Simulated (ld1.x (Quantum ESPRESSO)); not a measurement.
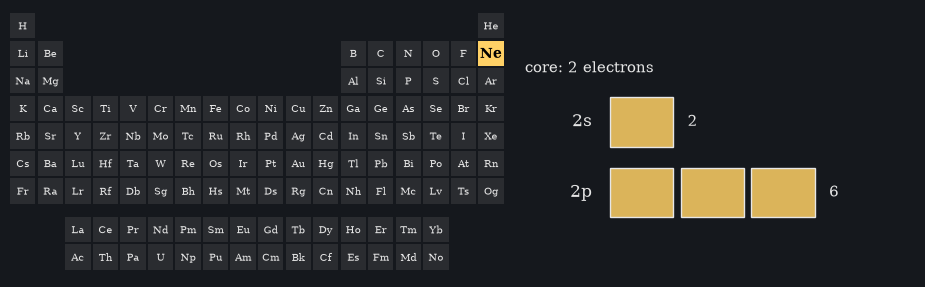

**Figure 1.** Left, the place of neon in the periodic table; right, the valence shells of the reference configuration: a box for each of the 2l + 1 orbitals, shaded by the share of the shell that is filled, with the electron count at the right.

Ne: pseudopotential generation (part 1 of 2)

Neon (Ne, Z = 10), core [He], reference valence 2s2 2p6, valence charge 8. Computed at this level: TM potential, LDA (PZ), non-relativistic, made with ld1.x (Quantum ESPRESSO) 7.5.

Summary:

- outcome: generated
- cutoffs needed: 200 Ry and over 300 Ry (the cutoffs, on a coarse ladder, from which the occupation-weighted sum of valence levels, in a spherical-Bessel basis at the reference potential, stays within 10 and 1 mRy of its value at 400 Ry); ghost states and empty shells don't enter this sum
- ghost test: no ghost state below the valence levels in the s, d, p, f channels (spherical-Bessel basis up to 400 Ry, 20 bohr box)
- largest excitation error: +2010 meV (all-electron minus pseudo) for 2s2 2p2, out of 6 test configurations
- range over which the phases arctan(r u′/u) at the test radius agree within 0.05 rad (a looser test near the poles than one of phase shifts): s: up to about 2.9 Ry; p: up to about 2.6 Ry; d: over the whole range computed
- hardware: 1 CPU thread, shared host
- wall time: 2.1 s

Notes:

An excitation error of 2010 meV in its own tests makes this a poorly transferable potential.

The input:
```
 &input
   title='Ne', zed=10., rel=0, dft='PZ', iswitch=3,
   config='[Ne] 3d-2',
   nld=3, rlderiv=1.50, eminld=-5.0, emaxld=5.0, deld=0.02
 /
 &inputp
   pseudotype=2, tm=.true., lloc=1,
   nlcc=.true., new_core_ps=.true.,
   file_pseudopw='Ne.UPF', file_wfcaegen='ae.wfc', file_wfcncgen='nc.wfc', file_beta='beta', file_chi='chi'
 /
3
2S  1  0   2.00   0.00  0.60  0.60  0.0
3D  3  2  -2.00   0.05  1.10  1.10  0.0
2P  2  1   6.00   0.00  1.35  1.35  0.0
 &test
   configts(1)='2s2 2p6'
 /
```

Input of the test run:
```
 &input
   title='Ne', zed=10., rel=0, dft='PZ', iswitch=2,
   config='[Ne] 3d-2'
 /
 &test
   file_pseudo='Ne.UPF', nconf=9,
   configts(1)='2s2 2p6',
   configts(2)='2s2 2p5',
   configts(3)='2s2 2p4',
   configts(4)='2s2 2p3',
   configts(5)='2s2 2p2',
   configts(6)='2s2 2p5.5',
   configts(7)='2s1 2p6',
   configts(8)='2s2 2p5', lsdts(8)=1,
   configts(9)='2s2 2p4', lsdts(9)=1
 /
```

Launched with:
```bash
ld1.x < Ne.in > Ne.out
```

Output:
```
     Program LD1 v.7.5
     --------------------------- All-electron run ----------------------------

     Ne

     atomic number is 10.00
     dft =PZ   lsd =0 sic =0 latt =0  beta=0.20 tr2=1.0E-14
     Exchange-correlation= PZ
                           (   1   1   0   0   0   0   0)
     mesh =1113 r(mesh) =  99.22747 a.u. xmin = -7.00 dx = 0.01250
     1 Ry =  13.60569312 eV

     n l     nl                  e(Ry)          e(Ha)          e(eV)
     1 0     1S 1( 2.00)       -60.6129       -30.3065      -824.6805
     2 0     2S 1( 2.00)        -2.6449        -1.3225       -35.9861
     2 1     2P 1( 6.00)        -0.9955        -0.4978       -13.5450

     final scf error:  7.7E-15 reached in  29 iterations

     Etot =    -256.454564 Ry,    -128.227282 Ha,   -3489.242097 eV

     Ekin =     255.470837 Ry,     127.735419 Ha,    3475.857814 eV
     Encl =    -619.958630 Ry,    -309.979315 Ha,   -8434.966869 eV
     Eh   =     131.440159 Ry,      65.720080 Ha,    1788.334468 eV
     Exc  =     -23.406930 Ry,     -11.703465 Ha,    -318.467511 eV

     normalization and overlap integrals

     s(1S/1S) =  1.000000  <r> =   0.1589  <r2> =    0.0341  r(max) =   0.1038
     s(2S/2S) =  1.000000  <r> =   0.9042  <r2> =    0.9998  r(max) =   0.6855
     s(2P/2P) =  1.000000  <r> =   0.9817  <r2> =    1.2979  r(max) =   0.6203

     ------------------------ End of All-electron run ------------------------

     --------------------- Generating NC pseudopotential ---------------------

      Generating local pot.: lloc=1, matching radius rcloc =   1.3500

      Computing core charge for nlcc:

       r > 0.24 : true rho core
      Core charge pseudized with two Bessel functions
      Integrated core pseudo-charge :   1.52

      Wfc   2S  rcut= 0.605  Using Troullier-Martins method

      Wfc   3D  rcut= 1.102  Using Troullier-Martins method

     ------------------- End of pseudopotential generation -------------------

     --------------------------- All-electron run ----------------------------

     Ne

     atomic number is 10.00
     dft =PZ   lsd =0 sic =0 latt =0  beta=0.20 tr2=1.0E-14
     Exchange-correlation= PZ
                           (   1   1   0   0   0   0   0)
     mesh =1113 r(mesh) =  99.22747 a.u. xmin = -7.00 dx = 0.01250
     1 Ry =  13.60569312 eV

     n l     nl                  e(Ry)          e(Ha)          e(eV)
     1 0     1S 1( 2.00)       -60.6129       -30.3065      -824.6805
     2 0     2S 1( 2.00)        -2.6449        -1.3225       -35.9861
     2 1     2P 1( 6.00)        -0.9955        -0.4978       -13.5450

     final scf error:  7.7E-15 reached in  29 iterations

     Etot =    -256.454564 Ry,    -128.227282 Ha,   -3489.242097 eV

     Ekin =     255.470837 Ry,     127.735419 Ha,    3475.857814 eV
     Encl =    -619.958630 Ry,    -309.979315 Ha,   -8434.966869 eV
     Eh   =     131.440159 Ry,      65.720080 Ha,    1788.334468 eV
     Exc  =     -23.406930 Ry,     -11.703465 Ha,    -318.467511 eV

     normalization and overlap integrals

     s(1S/1S) =  1.000000  <r> =   0.1589  <r2> =    0.0341  r(max) =   0.1038
     s(2S/2S) =  1.000000  <r> =   0.9042  <r2> =    0.9998  r(max) =   0.6855
     s(2P/2P) =  1.000000  <r> =   0.9817  <r2> =    1.2979  r(max) =   0.6203

     ------------------------ End of All-electron run ------------------------

     Computing logarithmic derivative in   1.49733
     Computing logarithmic derivative in   1.49733
     Computing the partial wave expansion
     R is outside the sphere for l=    0 j= 0.00
       no projector for channel:   1
     R is outside the sphere for l=    2 j= 0.00

     ---------------------- Testing the pseudopotential ----------------------

     Ne

     atomic number is 10.00   valence charge is  8.00
     dft =PZ   lsd =0 sic =0 latt =0  beta=0.20 tr2=1.0E-14
     mesh =1113 r(mesh) =  99.22747 xmin = -7.00 dx = 0.01250

     n l     nl             e AE (Ry)        e PS (Ry)    De AE-PS (Ry)
     1 0     2S   1( 2.00)       -2.64493       -2.64493        0.00000
     2 1     2P   1( 6.00)       -0.99554       -0.99554       -0.00000

     eps = 6.1E-15  iter = 12

     Etot =    -256.454564 Ry,    -128.227282 Ha,   -3489.242097 eV
     Etotps =   -74.777870 Ry,     -37.388935 Ha,   -1017.404748 eV

     Ekin =      47.341467 Ry,      23.670734 Ha,     644.113472 eV
     Encl =    -170.950676 Ry,     -85.475338 Ha,   -2325.902442 eV
     Ehrt =      60.735233 Ry,      30.367617 Ha,     826.344946 eV
     Ecxc =     -18.179373 Ry,      -9.089687 Ha,    -247.342974 eV
     (Ecc =      -6.190704 Ry,      -3.095352 Ha,     -84.228825 eV)
     Epseu=       6.275480 Ry,       3.137740 Ha,      85.382250 eV

     ---------------------- End of pseudopotential test ----------------------
```

Output of the test run (extracts):
```
     ---------------------- Testing the pseudopotential ----------------------

     Ne

     atomic number is 10.00   valence charge is  8.00
     dft =PZ   lsd =0 sic =0 latt =0  beta=0.20 tr2=1.0E-14
     mesh =1113 r(mesh) =  99.22747 xmin = -7.00 dx = 0.01250

     n l     nl             e AE (Ry)        e PS (Ry)    De AE-PS (Ry)
     1 0     2S   1( 2.00)       -2.64493       -2.64493        0.00000
     2 1     2P   1( 6.00)       -0.99554       -0.99554       -0.00000

     eps = 6.1E-15  iter = 12

     Etot =    -256.454564 Ry,    -128.227282 Ha,   -3489.242097 eV
     Etotps =   -74.777870 Ry,     -37.388935 Ha,   -1017.404748 eV

     Ekin =      47.341467 Ry,      23.670734 Ha,     644.113472 eV
     Encl =    -170.950676 Ry,     -85.475338 Ha,   -2325.902442 eV
     Ehrt =      60.735233 Ry,      30.367617 Ha,     826.344946 eV
     Ecxc =     -18.179373 Ry,      -9.089687 Ha,    -247.342974 eV
     (Ecc =      -6.190704 Ry,      -3.095352 Ha,     -84.228825 eV)
     Epseu=       6.275480 Ry,       3.137740 Ha,      85.382250 eV

     ---------------------- End of pseudopotential test ----------------------

     ---------------------- Testing the pseudopotential ----------------------

     Ne

     atomic number is 10.00   valence charge is  8.00
     dft =PZ   lsd =0 sic =0 latt =0  beta=0.20 tr2=1.0E-14
     mesh =1113 r(mesh) =  99.22747 xmin = -7.00 dx = 0.01250

     n l     nl             e AE (Ry)        e PS (Ry)    De AE-PS (Ry)
     1 0     2S   1( 2.00)       -4.05375       -4.06521        0.01146  !
     2 1     2P   1( 5.00)       -2.38462       -2.38611        0.00149

     eps = 3.7E-15  iter = 12

     Etot =    -254.788493 Ry,    -127.394246 Ha,   -3466.574046 eV
     Etotps =   -73.110414 Ry,     -36.555207 Ha,    -994.717863 eV
     dEtot_ae =       1.666071 Ry
     dEtot_ps =       1.667455 Ry,   Delta E=      -0.001384 Ry

     Ekin =      44.750681 Ry,      22.375341 Ha,     608.864038 eV
     Encl =    -157.484743 Ry,     -78.742371 Ha,   -2142.689082 eV
     Ehrt =      49.905039 Ry,      24.952519 Ha,     678.992640 eV
     Ecxc =     -16.995368 Ry,      -8.497684 Ha,    -231.233755 eV
     (Ecc =      -6.190704 Ry,      -3.095352 Ha,     -84.228825 eV)
     Epseu=       6.713976 Ry,       3.356988 Ha,      91.348297 eV

     ---------------------- End of pseudopotential test ----------------------

     ---------------------- Testing the pseudopotential ----------------------

     Ne

     atomic number is 10.00   valence charge is  8.00
     dft =PZ   lsd =0 sic =0 latt =0  beta=0.20 tr2=1.0E-14
     mesh =1113 r(mesh) =  99.22747 xmin = -7.00 dx = 0.01250

     n l     nl             e AE (Ry)        e PS (Ry)    De AE-PS (Ry)
     1 0     2S   1( 2.00)       -5.69926       -5.71744        0.01818  !
     2 1     2P   1( 4.00)       -4.03831       -4.02482       -0.01349  !

     eps = 2.7E-15  iter = 12

     Etot =    -251.597519 Ry,    -125.798759 Ha,   -3423.158631 eV
     Etotps =   -69.923294 Ry,     -34.961647 Ha,    -951.354886 eV
     dEtot_ae =       4.857045 Ry
     dEtot_ps =       4.854575 Ry,   Delta E=       0.002470 Ry

     Ekin =      40.518917 Ry,      20.259458 Ha,     551.287949 eV
     Encl =    -140.961953 Ry,     -70.480977 Ha,   -1917.885080 eV
     Ehrt =      38.808836 Ry,      19.404418 Ha,     528.021107 eV
     Ecxc =     -15.571640 Ry,      -7.785820 Ha,    -211.862952 eV
     (Ecc =      -6.190704 Ry,      -3.095352 Ha,     -84.228825 eV)
     Epseu=       7.282546 Ry,       3.641273 Ha,      99.084089 eV

     ---------------------- End of pseudopotential test ----------------------

     ---------------------- Testing the pseudopotential ----------------------

     Ne

     atomic number is 10.00   valence charge is  8.00
     dft =PZ   lsd =0 sic =0 latt =0  beta=0.20 tr2=1.0E-14
     mesh =1113 r(mesh) =  99.22747 xmin = -7.00 dx = 0.01250

     n l     nl             e AE (Ry)        e PS (Ry)    De AE-PS (Ry)
     1 0     2S   1( 2.00)       -7.54552       -7.55274        0.00722  !
     2 1     2P   1( 3.00)       -5.92570       -5.86198       -0.06372  !

     eps = 1.2E-17  iter = 12

     Etot =    -246.634104 Ry,    -123.317052 Ha,   -3355.627935 eV
     Etotps =   -64.994757 Ry,     -32.497379 Ha,    -884.298725 eV
     dEtot_ae =       9.820460 Ry
     dEtot_ps =       9.783112 Ry,   Delta E=       0.037348 Ry

     Ekin =      34.666457 Ry,      17.333229 Ha,     471.661182 eV
     Encl =    -121.864050 Ry,     -60.932025 Ha,   -1658.044864 eV
     Ehrt =      28.242510 Ry,      14.121255 Ha,     384.258926 eV
     Ecxc =     -13.986982 Ry,      -6.993491 Ha,    -190.302588 eV
     (Ecc =      -6.190704 Ry,      -3.095352 Ha,     -84.228825 eV)
     Epseu=       7.947307 Ry,       3.973653 Ha,     108.128620 eV

     ---------------------- End of pseudopotential test ----------------------

     ---------------------- Testing the pseudopotential ----------------------

     Ne

     atomic number is 10.00   valence charge is  8.00
     dft =PZ   lsd =0 sic =0 latt =0  beta=0.20 tr2=1.0E-14
     mesh =1113 r(mesh) =  99.22747 xmin = -7.00 dx = 0.01250

     n l     nl             e AE (Ry)        e PS (Ry)    De AE-PS (Ry)
     1 0     2S   1( 2.00)       -9.57003       -9.53630       -0.03373  !
     2 1     2P   1( 2.00)       -8.02685       -7.85958       -0.16728  !

     eps = 9.2E-15  iter =  9

     Etot =    -239.674897 Ry,    -119.837449 Ha,   -3260.943102 eV
     Etotps =   -58.145922 Ry,     -29.072961 Ha,    -791.115571 eV
     dEtot_ae =      16.779667 Ry
     dEtot_ps =      16.631948 Ry,   Delta E=       0.147719 Ry

     Ekin =      27.250402 Ry,      13.625201 Ha,     370.760613 eV
     Encl =    -100.566335 Ry,     -50.283168 Ha,   -1368.274698 eV
     Ehrt =      18.791397 Ry,       9.395698 Ha,     255.669975 eV
     Ecxc =     -12.309231 Ry,      -6.154616 Ha,    -167.475624 eV
     (Ecc =      -6.190704 Ry,      -3.095352 Ha,     -84.228825 eV)
     Epseu=       8.687846 Ry,       4.343923 Ha,     118.204163 eV

     ---------------------- End of pseudopotential test ----------------------

     ---------------------- Testing the pseudopotential ----------------------

     Ne

     atomic number is 10.00   valence charge is  8.00
     dft =PZ   lsd =0 sic =0 latt =0  beta=0.20 tr2=1.0E-14
     mesh =1113 r(mesh) =  99.22747 xmin = -7.00 dx = 0.01250

     n l     nl             e AE (Ry)        e PS (Ry)    De AE-PS (Ry)
     1 0     2S   1( 2.00)       -3.31640       -3.32195        0.00555  !
     2 1     2P   1( 5.50)       -1.65412       -1.65582        0.00170

     eps = 6.6E-15  iter = 12

     Etot =    -255.795326 Ry,    -127.897663 Ha,   -3480.272704 eV
     Etotps =   -74.118168 Ry,     -37.059084 Ha,   -1008.429043 eV
     dEtot_ae =       0.659238 Ry
     dEtot_ps =       0.659702 Ry,   Delta E=      -0.000464 Ry

     Ekin =      46.250406 Ry,      23.125203 Ha,     629.268829 eV
     Encl =    -164.637143 Ry,     -82.318572 Ha,   -2240.002448 eV
     Ehrt =      55.416117 Ry,      27.708059 Ha,     753.974689 eV
     Ecxc =     -17.623112 Ry,      -8.811556 Ha,    -239.774659 eV
     (Ecc =      -6.190704 Ry,      -3.095352 Ha,     -84.228825 eV)
     Epseu=       6.475565 Ry,       3.237782 Ha,      88.104546 eV

     ---------------------- End of pseudopotential test ----------------------
```

(Continued in part 2.)
